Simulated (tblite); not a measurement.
**Geometry relaxation of C2H11FN2Si2 (charge +1) (part 3 of 3)**

The same run, continued: C2H11FN2Si2, charge +1, multiplicity 2; GFN2-xTB geometry optimisation, gas phase (tblite 0.8.0). It belongs to a series of runs on one base structure; here: electron removed.

Geometry of the input (Å):
```
C  2.4487  1.1080  0.6871
N  2.0111  0.6286  -0.6269
Si 0.8823  -0.6340  -0.8554
Si -1.3473  -0.0292  -0.2950
C  -2.3671  -1.5684  -0.1366
N  -1.4521  0.9112  1.1338
F  -1.9897  0.9060  -1.4192
H  3.1532  1.9415  0.5619
H  1.6024  1.4916  1.2730
H  2.9386  0.3260  1.2696
H  2.8444  0.3894  -1.1587
H  0.9662  -1.0227  -2.2844
H  1.3355  -1.7684  -0.0217
H  -3.4038  -1.3274  0.0876
H  -1.9975  -2.2175  0.6488
H  -2.3668  -2.1349  -1.0666
H  -0.8676  1.7416  0.9923
H  -2.3992  1.2647  1.1986
```

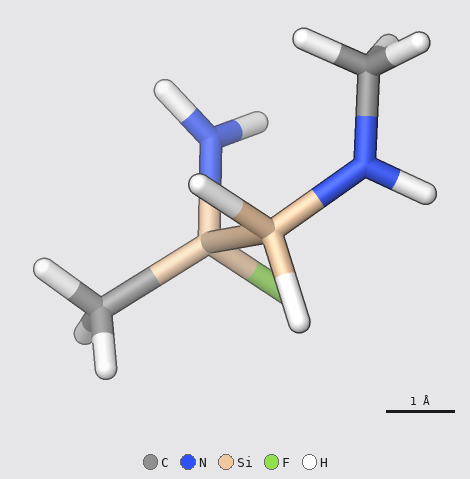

Fig. 1: The geometry at step 165 of the log (stick view, seen at a tilt).

**Trajectory as extended XYZ, continued**
```
18
Properties=species:S:1:pos:R:3:forces:R:3 step=137 energy=-641.62872
C     2.4381    1.1289    0.6293   -0.0080  -0.0060   0.0020
N     1.9586    0.5128   -0.5890    0.0110  -0.0110   0.0310
Si    0.9724   -0.8641   -0.7260    0.0140   0.0210  -0.0010
Si   -1.3270   -0.0559   -0.2405    0.0020  -0.0090  -0.0030
C    -2.4456   -1.5765   -0.3160   -0.0140  -0.0210  -0.0080
N    -1.3378    1.0096    1.0767    0.0070  -0.0170   0.0040
F    -1.5175    0.8962   -1.5137   -0.0060   0.0110   0.0100
H     3.4782    1.4296    0.5060    0.0170   0.0010   0.0050
H     1.8539    2.0176    0.8805    0.0120   0.0000  -0.0230
H     2.3737    0.4216    1.4522    0.0040   0.0110  -0.0130
H     2.1278    1.0959   -1.3985   -0.0030   0.0100   0.0130
H     0.9700   -1.2919   -2.1161   -0.0010  -0.0040  -0.0150
H     1.2654   -1.8147    0.3424   -0.0260   0.0220   0.0100
H    -3.4713   -1.2649   -0.4979   -0.0080   0.0360   0.0080
H    -2.4281   -2.1392    0.6109    0.0130  -0.0080   0.0300
H    -2.1570   -2.2456   -1.1226   -0.0050  -0.0120  -0.0140
H    -1.4602    2.0054    0.9646   -0.0040  -0.0050  -0.0160
H    -1.3023    0.7417    2.0460   -0.0070  -0.0190  -0.0200
18
Properties=species:S:1:pos:R:3:forces:R:3 step=144 energy=-641.63162
C     2.4546    1.1424    0.6306   -0.0090  -0.0390  -0.0130
N     1.9684    0.5169   -0.5800    0.0230   0.0160  -0.0390
Si    0.9811   -0.8576   -0.7330   -0.0090   0.0520   0.0190
Si   -1.3355   -0.0701   -0.2494    0.0310  -0.0030  -0.0020
C    -2.4607   -1.5866   -0.3115   -0.0010   0.0190   0.0060
N    -1.3537    0.9899    1.0716    0.0080   0.0040   0.0180
F    -1.5410    0.8925   -1.5117    0.0110   0.0050  -0.0240
H     3.5076    1.4021    0.5139   -0.0150   0.0010   0.0120
H     1.8974    2.0567    0.8458    0.0240   0.0050   0.0190
H     2.3545    0.4561    1.4670   -0.0020   0.0180   0.0090
H     2.1470    1.0987   -1.3890   -0.0140  -0.0150  -0.0090
H     0.9922   -1.2760   -2.1264   -0.0030  -0.0030   0.0030
H     1.2584   -1.8048    0.3419   -0.0140   0.0050   0.0110
H    -3.4828   -1.2526   -0.4766   -0.0090  -0.0210   0.0210
H    -2.4326   -2.1502    0.6163   -0.0050   0.0110  -0.0260
H    -2.1945   -2.2552   -1.1265   -0.0070  -0.0040   0.0090
H    -1.4327    1.9913    0.9668   -0.0090  -0.0370  -0.0210
H    -1.3367    0.7128    2.0384    0.0000  -0.0130   0.0060
18
Properties=species:S:1:pos:R:3:forces:R:3 step=151 energy=-641.63369
C     2.4625    1.1490    0.6289    0.0120  -0.0070   0.0110
N     1.9713    0.5287   -0.5819    0.0010   0.0080  -0.0100
Si    0.9802   -0.8427   -0.7339    0.0030  -0.0040   0.0020
Si   -1.3319   -0.0797   -0.2596   -0.0120   0.0020  -0.0050
C    -2.4693   -1.5870   -0.3097   -0.0080  -0.0020   0.0020
N    -1.3554    0.9687    1.0705    0.0070   0.0130   0.0030
F    -1.5343    0.8869   -1.5196    0.0050   0.0070  -0.0090
H     3.5223    1.3829    0.5193   -0.0060  -0.0030   0.0060
H     1.9297    2.0794    0.8383    0.0080  -0.0080  -0.0030
H     2.3411    0.4720    1.4705   -0.0050   0.0090  -0.0130
H     2.1500    1.1080   -1.3928    0.0020  -0.0030   0.0020
H     1.0128   -1.2734   -2.1237   -0.0110   0.0030   0.0090
H     1.2328   -1.7872    0.3499    0.0160   0.0060   0.0100
H    -3.4918   -1.2466   -0.4580   -0.0030  -0.0110   0.0110
H    -2.4325   -2.1505    0.6175    0.0020   0.0040  -0.0110
H    -2.2215   -2.2593   -1.1268    0.0000  -0.0010  -0.0030
H    -1.4296    1.9698    0.9632   -0.0080  -0.0200   0.0180
H    -1.3451    0.6872    2.0365    0.0000   0.0060  -0.0210
18
Properties=species:S:1:pos:R:3:forces:R:3 step=158 energy=-641.63464
C     2.4716    1.1539    0.6281   -0.0020   0.0050  -0.0010
N     1.9709    0.5384   -0.5814    0.0010  -0.0010  -0.0030
Si    0.9845   -0.8367   -0.7287   -0.0020  -0.0080  -0.0030
Si   -1.3390   -0.0877   -0.2678    0.0040   0.0100   0.0030
C    -2.4845   -1.5897   -0.3114    0.0110   0.0010   0.0010
N    -1.3543    0.9565    1.0657    0.0010  -0.0100   0.0000
F    -1.5250    0.8856   -1.5256   -0.0100  -0.0070  -0.0010
H     3.5387    1.3547    0.5262    0.0050   0.0030   0.0000
H     1.9649    2.1011    0.8244    0.0050   0.0020  -0.0030
H     2.3225    0.4898    1.4745   -0.0030  -0.0110   0.0020
H     2.1488    1.1175   -1.3923    0.0030   0.0010  -0.0020
H     1.0127   -1.2680   -2.1189   -0.0060  -0.0020   0.0160
H     1.2517   -1.7697    0.3619   -0.0010   0.0050  -0.0010
H    -3.5090   -1.2487   -0.4439    0.0070  -0.0020  -0.0020
H    -2.4372   -2.1562    0.6135    0.0060   0.0000  -0.0050
H    -2.2466   -2.2607   -1.1327   -0.0100   0.0020  -0.0060
H    -1.4396    1.9567    0.9673   -0.0050   0.0170  -0.0010
H    -1.3399    0.6695    2.0294   -0.0030  -0.0050   0.0050
18
Properties=species:S:1:pos:R:3:forces:R:3 step=165 energy=-641.63491
C     2.4753    1.1535    0.6275   -0.0070   0.0040  -0.0150
N     1.9775    0.5374   -0.5833   -0.0060  -0.0030   0.0020
Si    0.9835   -0.8331   -0.7256    0.0030   0.0060   0.0090
Si   -1.3410   -0.0847   -0.2701   -0.0030  -0.0010  -0.0020
C    -2.4838   -1.5896   -0.3142    0.0100   0.0040   0.0030
N    -1.3518    0.9565    1.0660   -0.0050   0.0050  -0.0070
F    -1.5374    0.8858   -1.5282   -0.0020  -0.0030   0.0070
H     3.5423    1.3575    0.5284   -0.0020  -0.0120   0.0000
H     1.9670    2.1001    0.8222   -0.0010   0.0040   0.0030
H     2.3234    0.4878    1.4723    0.0080   0.0020   0.0040
H     2.1579    1.1150   -1.3949    0.0020  -0.0040   0.0040
H     1.0087   -1.2715   -2.1124   -0.0030  -0.0060  -0.0060
H     1.2483   -1.7621    0.3691   -0.0010   0.0040  -0.0010
H    -3.5092   -1.2500   -0.4427    0.0010   0.0030   0.0040
H    -2.4319   -2.1568    0.6098    0.0020  -0.0050   0.0000
H    -2.2507   -2.2602   -1.1370    0.0060   0.0060  -0.0100
H    -1.4543    1.9561    0.9731   -0.0010  -0.0040  -0.0010
H    -1.3328    0.6645    2.0282   -0.0020   0.0000   0.0050
18
Properties=species:S:1:pos:R:3:forces:R:3 step=173 energy=-641.63524
C     2.4779    1.1544    0.6254    0.0040   0.0060  -0.0070
N     1.9750    0.5405   -0.5845   -0.0010  -0.0040   0.0070
Si    0.9817   -0.8307   -0.7221    0.0030   0.0010   0.0060
Si   -1.3405   -0.0838   -0.2696   -0.0040  -0.0030  -0.0030
C    -2.4803   -1.5900   -0.3160    0.0020   0.0040   0.0040
N    -1.3602    0.9553    1.0677   -0.0020  -0.0020  -0.0060
F    -1.5419    0.8808   -1.5311    0.0040   0.0070   0.0090
H     3.5482    1.3416    0.5284    0.0020   0.0020  -0.0040
H     1.9825    2.1087    0.8155    0.0030   0.0000  -0.0020
H     2.3170    0.4951    1.4737   -0.0040  -0.0040  -0.0040
H     2.1607    1.1145   -1.3972   -0.0020  -0.0020   0.0050
H     0.9997   -1.2781   -2.1063    0.0050  -0.0020  -0.0050
H     1.2532   -1.7522    0.3768   -0.0060  -0.0040   0.0030
H    -3.5062   -1.2469   -0.4305   -0.0030  -0.0100  -0.0050
H    -2.4212   -2.1673    0.6012    0.0080  -0.0060  -0.0050
H    -2.2535   -2.2500   -1.1493   -0.0060   0.0060   0.0000
H    -1.4552    1.9556    0.9776   -0.0030   0.0050   0.0000
H    -1.3457    0.6589    2.0286   -0.0010   0.0070   0.0090
18
Properties=species:S:1:pos:R:3:forces:R:3 step=180 energy=-641.63602
C     2.4889    1.1549    0.6164    0.0110   0.0010   0.0430
N     1.9744    0.5374   -0.5856    0.0080   0.0080  -0.0010
Si    0.9759   -0.8303   -0.7085   -0.0330   0.0000  -0.0170
Si   -1.3492   -0.0735   -0.2669    0.0110   0.0040   0.0140
C    -2.4702   -1.5911   -0.3239   -0.0160  -0.0320  -0.0230
N    -1.3811    0.9584    1.0748    0.0010   0.0090   0.0110
F    -1.5531    0.8979   -1.5222    0.0090   0.0040  -0.0020
H     3.5625    1.3217    0.5174    0.0010  -0.0060   0.0010
H     2.0131    2.1209    0.7988   -0.0050  -0.0120  -0.0110
H     2.3147    0.5054    1.4702    0.0100   0.0170  -0.0020
H     2.1667    1.1033   -1.4017   -0.0090  -0.0020  -0.0280
H     0.9903   -1.2961   -2.0876    0.0110   0.0030   0.0130
H     1.2343   -1.7379    0.4050    0.0050  -0.0070  -0.0010
H    -3.5058   -1.2665   -0.4022    0.0130  -0.0010   0.0090
H    -2.3752   -2.2009    0.5690    0.0020   0.0110  -0.0020
H    -2.2527   -2.2164   -1.1859   -0.0130  -0.0130  -0.0080
H    -1.4747    1.9589    0.9857   -0.0030   0.0100   0.0060
H    -1.3675    0.6605    2.0355   -0.0010   0.0060  -0.0010
18
Properties=species:S:1:pos:R:3:forces:R:3 step=187 energy=-641.63693
C     2.5067    1.1584    0.6092   -0.0010  -0.0030  -0.0030
N     1.9752    0.5380   -0.5849    0.0010  -0.0060  -0.0020
Si    0.9666   -0.8239   -0.6928   -0.0030  -0.0050   0.0010
Si   -1.3594   -0.0711   -0.2576    0.0010   0.0020   0.0030
C    -2.4667   -1.6001   -0.3373   -0.0050  -0.0010  -0.0020
N    -1.4050    0.9614    1.0839    0.0010   0.0050   0.0030
F    -1.5553    0.9048   -1.5110    0.0030   0.0000  -0.0020
H     3.5859    1.2863    0.5113   -0.0030   0.0070  -0.0020
H     2.0607    2.1417    0.7702    0.0050  -0.0010   0.0030
H     2.3090    0.5306    1.4736    0.0020   0.0070  -0.0010
H     2.1685    1.0920   -1.4096   -0.0020   0.0000   0.0040
H     0.9860   -1.3046   -2.0665    0.0020   0.0010   0.0060
H     1.2244   -1.7209    0.4300    0.0010  -0.0040  -0.0040
H    -3.5081   -1.2872   -0.3624    0.0020   0.0090   0.0010
H    -2.3321   -2.2429    0.5271    0.0050  -0.0030  -0.0060
H    -2.2753   -2.1868   -1.2325   -0.0010  -0.0010   0.0060
H    -1.4951    1.9623    0.9917   -0.0050  -0.0020   0.0010
H    -1.3949    0.6681    2.0461   -0.0020  -0.0050  -0.0060
```

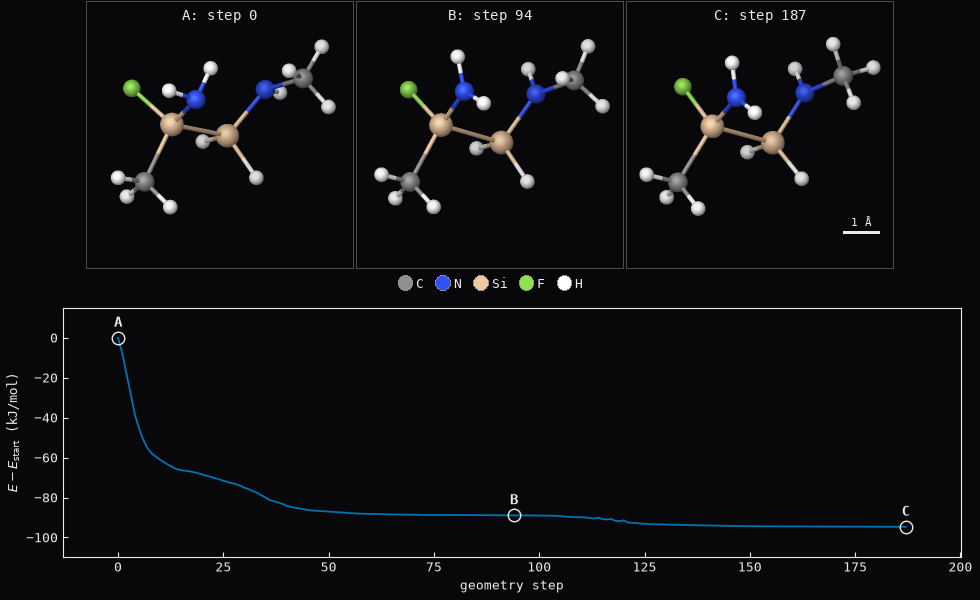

Fig. 2: Frames of the relaxation (ball-and-stick view, seen at a tilt) above the curves, on which the letters mark them (steps are counted from 0).

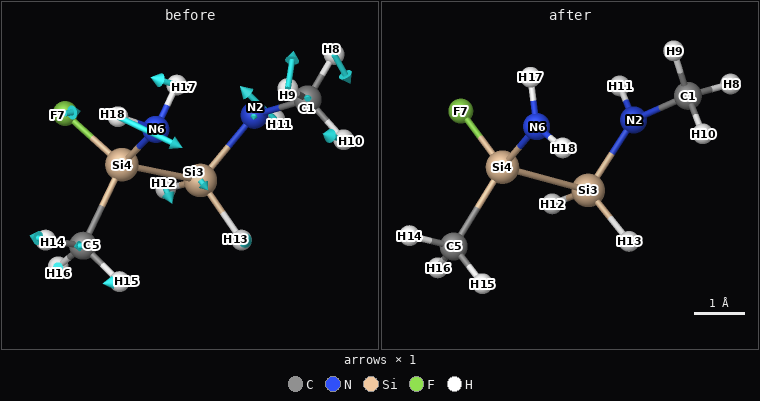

Fig. 3: Before (left) and after (right) the relaxation, at one scale (ball-and-stick view, seen at a tilt). The teal arrows give the displacements, at true length. Over 187 geometry steps the energy falls by 94.7 kJ/mol. The largest force component goes from 1 to 0.009 eV/Å. The largest move after the best rigid fit is that of H18, 1.45 Å. By element the largest moves are H 1.45 Å, F 0.44 Å, Si 0.26 Å, C 0.22 Å, N 0.10 Å. Among the contacts that change: Si3–Si4 2.377 → 2.483 Å, Si4–C5 1.853 → 1.890 Å, Si3–H12 1.483 → 1.456 Å, Si4–N6 1.714 → 1.693 Å. Among the angles that change: Si4–N6–H18 107.6° → 125.4°, Si4–N6–H17 107.1° → 122.3°, Si3–N2–H11 107.3° → 120.0°. (Atoms are counted from 1 in the order of the input.)

**Summary**

```tsv
quantity	value
outcome	converged
total energy	−641.6369 eV
wall time	1.3 s
peak memory	0.18 GiB
```
